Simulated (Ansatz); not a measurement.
**CH5Cl2NSi: geometry optimisation**

The task: find the minimum of CH5Cl2NSi nearest to the start.

Method: RKS r2SCAN0-D4/def2-SVP; program: Ansatz 0.2.0.

### Step 1. Where the work starts

10 atoms, charge 0, spin multiplicity 1.

Atoms are counted from 1 here; the program's logs count them from 0.

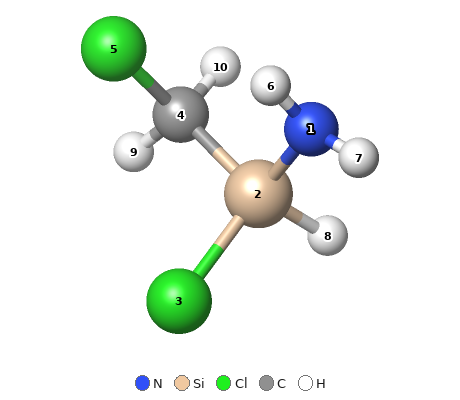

Start geometry, drawn with nitrogen blue, silicon light orange, chlorine green, carbon grey, hydrogen white; atoms are numbered from 1 in the order of the file.

Geometry (Å):

```mol
CH5Cl2NSi
  3D, bonds by distance, orders not assigned

 10  9  0  0  0  0  0  0  0  0999 V2000
   -1.2480    0.5885    0.8433 N   0  0
   -0.5071   -0.1325   -0.5363 Si  0  0
   -0.2789    1.1189   -2.2086 Cl  0  0
    1.2282   -0.6754    0.0096 C   0  0
    2.0602    0.6834    0.8690 Cl  0  0
   -0.6628    1.2414    1.3759 H   0  0
   -2.2128    0.9238    0.7905 H   0  0
   -1.3233   -1.2998   -1.0002 H   0  0
    1.8593   -0.9681   -0.8520 H   0  0
    1.1684   -1.5316    0.7117 H   0  0
  1  2  8  0
  1  6  8  0
  1  7  8  0
  2  3  8  0
  2  4  8  0
  2  8  8  0
  4  5  8  0
  4  9  8  0
  4 10  8  0
M  END
```

### Step 2. Relaxation

Contents of input.yaml:

```yaml
crystal:
  periodic: [false, false, false]
  atoms:
    - { symbol: "N", position_ang: [-1.247979, 0.588467, 0.843334] }
    - { symbol: Si, position_ang: [-0.50712, -0.132475, -0.536282] }
    - { symbol: Cl, position_ang: [-0.27892, 1.11888, -2.20858] }
    - { symbol: C, position_ang: [1.228186, -0.675393, 0.009626] }
    - { symbol: Cl, position_ang: [2.06017, 0.683415, 0.869003] }
    - { symbol: H, position_ang: [-0.66282, 1.241409, 1.375872] }
    - { symbol: H, position_ang: [-2.212783, 0.923763, 0.790534] }
    - { symbol: H, position_ang: [-1.323304, -1.299833, -1.000163] }
    - { symbol: H, position_ang: [1.859277, -0.96807, -0.85196] }
    - { symbol: H, position_ang: [1.168395, -1.531562, 0.711717] }
basis:
  gaussian: { orbitals: def2-SVP }
hamiltonian:
  xc: { name: r2SCAN0 }
  dispersion: d4
output:
  forces: true
relax:
  f_tol: 0.003
  max_steps: 120
```

Run with:

```sh
ansatz run input.yaml --threads 1 --pin off --max-ram 2560MiB --backend cpu --events-out ev --progress --plain --runs-dir out
```

Standard output:

```text
Warning: RAYON_NUM_THREADS=1 ignored (pool sized by the plan → 1); use --threads N
The last accepted step is kept in <dir> (removed where the run ends without a failure and the disk answers)
Engine: ansatz 0.2.0, aarch64-unknown-linux-gnu
Functional definition: r2SCAN0
  parameter a = 0.25
  parameter k0 = 0.174
  parameter k1 = 0.065
  parameter a1 = 4.9479
  exchange = (1 - a)*r2scan_x(k0 = k0, k1 = k1, a1 = a1) + a*exact_x
  correlation = r2scan_c
1113 factors; integrals over basis functions are off by at most 3.2e-4 eV
mean field evaluation 1: about -35511.9604 eV, gradient 5.1e1 eV
mean field evaluation 2: about -35508.1868 eV, gradient 6.3e1 eV
mean field evaluation 4: about -35517.2872 eV, gradient 2.0e0 eV
mean field evaluation 8: about -35517.3076 eV, gradient 1.3e-1 eV
mean field evaluation 16: about -35517.3076 eV, gradient 4.2e-5 eV
mean field -35517.30764795 eV, -1305.2369815664 hartree, gradient 4.2e-5 eV, S^2 0.000000; 0 other end points of the search recorded, 0 dependent functions left out
the calculation of the forces begins
reference -35517.30765483 eV, -1305.2369818192 hartree; 33, 33 occupied and 74, 74 virtual orbitals, 1113 factors
relax step   1: F+E_penalty+E_count = -35517.38905694 eV  Δ(F+E_penalty+E_count) = +0.000e0 eV  max|allowed force component| = 5.267e-1 eV/Å  Δτ_max = 0.0000 Å  (26 SCF iters, accepted)
these checks for a lower state are left out or cut short: starts, cluster_reference, orbital_swaps, neighbouring_geometries, increment
1113 factors; integrals over basis functions are off by at most 3.2e-4 eV
mean field -35517.34024847 eV, -1305.2381796133 hartree, gradient 8.0e-6 eV, S^2 0.000000; 0 other end points of the search recorded, 0 dependent functions left out
the calculation of the forces begins
reference -35517.34025531 eV, -1305.2381798649 hartree; 33, 33 occupied and 74, 74 virtual orbitals, 1113 factors
relax step   2: F+E_penalty+E_count = -35517.42198465 eV  Δ(F+E_penalty+E_count) = -3.293e-2 eV  max|allowed force component| = 2.076e-1 eV/Å  Δτ_max = 0.0375 Å  (28 SCF iters, accepted)
these checks for a lower state are left out or cut short: starts, cluster_reference, orbital_swaps, neighbouring_geometries, increment
1113 factors; integrals over basis functions are off by at most 3.1e-4 eV
mean field -35517.34468485 eV, -1305.2383426473 hartree, gradient 5.7e-6 eV, S^2 0.000000; 0 other end points of the search recorded, 0 dependent functions left out
the calculation of the forces begins
reference -35517.34469168 eV, -1305.2383428983 hartree; 33, 33 occupied and 74, 74 virtual orbitals, 1113 factors
relax step   3: F+E_penalty+E_count = -35517.42651857 eV  Δ(F+E_penalty+E_count) = -4.534e-3 eV  max|allowed force component| = 8.255e-2 eV/Å  Δτ_max = 0.0276 Å  (28 SCF iters, accepted)
these checks for a lower state are left out or cut short: starts, cluster_reference, orbital_swaps, neighbouring_geometries, increment
1113 factors; integrals over basis functions are off by at most 3.1e-4 eV
mean field evaluation 32: about -35517.3442 eV, gradient 6.8e-1 eV
mean field -35517.34548722 eV, -1305.2383721339 hartree, gradient 2.6e-5 eV, S^2 0.000000; 0 other end points of the search recorded, 0 dependent functions left out
the calculation of the forces begins
reference -35517.34549406 eV, -1305.2383723851 hartree; 33, 33 occupied and 74, 74 virtual orbitals, 1113 factors
relax step   4: F+E_penalty+E_count = -35517.42735190 eV  Δ(F+E_penalty+E_count) = -8.333e-4 eV  max|allowed force component| = 3.247e-2 eV/Å  Δτ_max = 0.0114 Å  (22 SCF iters, accepted)
these checks for a lower state are left out or cut short: starts, cluster_reference, orbital_swaps, neighbouring_geometries, increment
1113 factors; integrals over basis functions are off by at most 3.1e-4 eV
mean field -35517.34590768 eV, -1305.2383875854 hartree, gradient 6.8e-6 eV, S^2 0.000000; 0 other end points of the search recorded, 0 dependent functions left out
the calculation of the forces begins
reference -35517.34591453 eV, -1305.2383878371 hartree; 33, 33 occupied and 74, 74 virtual orbitals, 1113 factors
relax step   5: F+E_penalty+E_count = -35517.42777186 eV  Δ(F+E_penalty+E_count) = -4.200e-4 eV  max|allowed force component| = 4.236e-2 eV/Å  Δτ_max = 0.0329 Å  (28 SCF iters, accepted)
these checks for a lower state are left out or cut short: starts, cluster_reference, orbital_swaps, neighbouring_geometries, increment
1113 factors; integrals over basis functions are off by at most 3.1e-4 eV
mean field -35517.34608445 eV, -1305.2383940816 hartree, gradient 1.7e-5 eV, S^2 0.000000; 0 other end points of the search recorded, 0 dependent functions left out
the calculation of the forces begins
reference -35517.34609129 eV, -1305.2383943332 hartree; 33, 33 occupied and 74, 74 virtual orbitals, 1113 factors
relax step   6: F+E_penalty+E_count = -35517.42794394 eV  Δ(F+E_penalty+E_count) = -1.721e-4 eV  max|allowed force component| = 1.231e-2 eV/Å  Δτ_max = 0.0090 Å  (22 SCF iters, accepted)
these checks for a lower state are left out or cut short: starts, cluster_reference, orbital_swaps, neighbouring_geometries, increment
1113 factors; integrals over basis functions are off by at most 3.1e-4 eV
mean field -35517.34609421 eV, -1305.2383944402 hartree, gradient 8.5e-6 eV, S^2 0.000000; 0 other end points of the search recorded, 0 dependent functions left out
the calculation of the forces begins
reference -35517.34610105 eV, -1305.2383946917 hartree; 33, 33 occupied and 74, 74 virtual orbitals, 1113 factors
relax step   7: F+E_penalty+E_count = -35517.42795484 eV  Δ(F+E_penalty+E_count) = -1.090e-5 eV  max|allowed force component| = 6.454e-3 eV/Å  Δτ_max = 0.0067 Å  (22 SCF iters, accepted)
these checks for a lower state are left out or cut short: starts, cluster_reference, orbital_swaps, neighbouring_geometries, increment
1113 factors; integrals over basis functions are off by at most 3.1e-4 eV
mean field -35517.34610218 eV, -1305.2383947333 hartree, gradient 3.3e-5 eV, S^2 0.000000; 0 other end points of the search recorded, 0 dependent functions left out
the calculation of the forces begins
reference -35517.34610903 eV, -1305.2383949848 hartree; 33, 33 occupied and 74, 74 virtual orbitals, 1113 factors
relax step   8: F+E_penalty+E_count = -35517.42796181 eV  Δ(F+E_penalty+E_count) = -6.967e-6 eV  max|allowed force component| = 1.451e-3 eV/Å  Δτ_max = 0.0012 Å  (20 SCF iters, accepted)
1113 factors; integrals over basis functions are off by at most 3.1e-4 eV
mean field evaluation 64: about -35517.2610 eV, gradient 5.5e0 eV
mean field -35517.34610218 eV, -1305.2383947333 hartree, gradient 3.3e-5 eV, S^2 0.000000; 1 other end points of the search recorded, 0 dependent functions left out
the calculation of the forces begins
reference -35517.34610903 eV, -1305.2383949848 hartree; 33, 33 occupied and 74, 74 virtual orbitals, 1113 factors
Total energy: -35517.42796866 eV, -1305.2414032708 hartree
Atom 0 at    -1.237990     0.599301     0.820596 Å, force     0.001451    -0.000609     0.000217 eV/Å
Atom 1 at    -0.497853    -0.126714    -0.528468 Å, force    -0.001021     0.000067    -0.000352 eV/Å
Atom 2 at    -0.241866     1.119885    -2.173283 Å, force    -0.000200    -0.000234     0.000010 eV/Å
Atom 3 at     1.215786    -0.676164     0.005780 Å, force     0.000787    -0.000023     0.000580 eV/Å
Atom 4 at     2.059421     0.688393     0.808930 Å, force     0.000116    -0.000272     0.000233 eV/Å
Atom 5 at    -0.683999     1.234214     1.380445 Å, force    -0.000652     0.000396    -0.000243 eV/Å
Atom 6 at    -2.209883     0.871555     0.803855 Å, force    -0.000198     0.000281     0.000131 eV/Å
Atom 7 at    -1.311848    -1.267565    -1.002512 Å, force     0.000158     0.000090    -0.000453 eV/Å
Atom 8 at     1.832591    -0.995959    -0.839942 Å, force    -0.000465     0.000068     0.000049 eV/Å
Atom 9 at     1.158743    -1.498346     0.727701 Å, force     0.000024     0.000235    -0.000171 eV/Å
Dipole moment:    -0.258957    -0.238351     0.244145 e Å
```

Run time: 85 s. Hardware: 1 thread of Arm Neoverse V2, shared host; peak memory 0.27 GiB.

The steps of the relaxation:

```tsv
step	energy from step 1 (eV)	largest force component (eV/Å)
1	0.0000	0.5267
2	-0.0329	0.2076
3	-0.0375	0.0826
4	-0.0383	0.0325
5	-0.0387	0.0424
6	-0.0389	0.0123
7	-0.0389	0.0065
8	-0.0389	0.0015
```

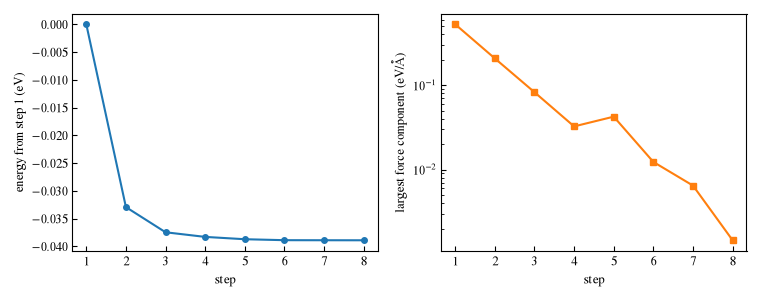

Energy and force, step by step.

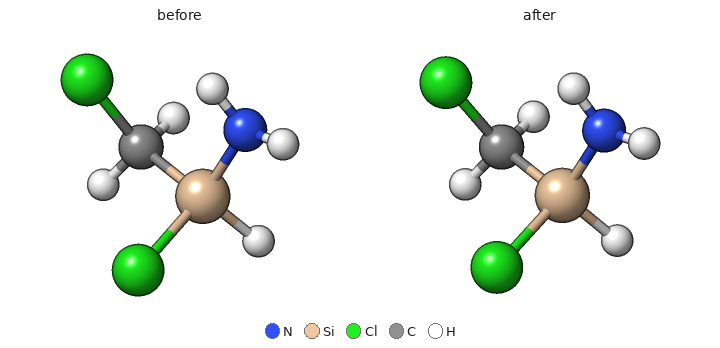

Before and after, at one scale.

Distances of close pairs at the start and the end, largest changes first:

```tsv
bond	before (Å)	after (Å)	change (Å)
N1–Si2	1.724	1.701	-0.023
Si2–Cl3	2.101	2.080	-0.021
Si2–C4	1.898	1.877	-0.021
Si2–H8	1.498	1.479	-0.019
C4–Cl5	1.810	1.794	-0.016
N1–H6	1.026	1.012	-0.014
N1–H7	1.023	1.009	-0.013
C4–H10	1.109	1.096	-0.013
```

### Step 3. What came out

```
             quantity      value
        energy gained  0.0389 eV
root mean square move    0.039 Å
        dipole moment     2.06 D
```

Bond lengths: N1–Si2 1.701 Å, N1–H6 1.012 Å, N1–H7 1.009 Å, Si2–Cl3 2.080 Å, Si2–C4 1.877 Å, Si2–H8 1.479 Å, C4–Cl5 1.794 Å, C4–H9 1.095 Å, C4–H10 1.096 Å. Angles: Si2–N1–H6 117.9°, Si2–N1–H7 121.4°, H6–N1–H7 111.5°, N1–Si2–Cl3 115.1°, N1–Si2–C4 107.2°, N1–Si2–H8 110.1°, Cl3–Si2–C4 106.7°, Cl3–Si2–H8 106.1°, C4–Si2–H8 111.6°, Si2–C4–Cl5 109.5°, Si2–C4–H9 112.3°, Si2–C4–H10 111.1°, Cl5–C4–H9 107.6°, Cl5–C4–H10 107.5°, H9–C4–H10 108.6°. No frequencies were computed here.
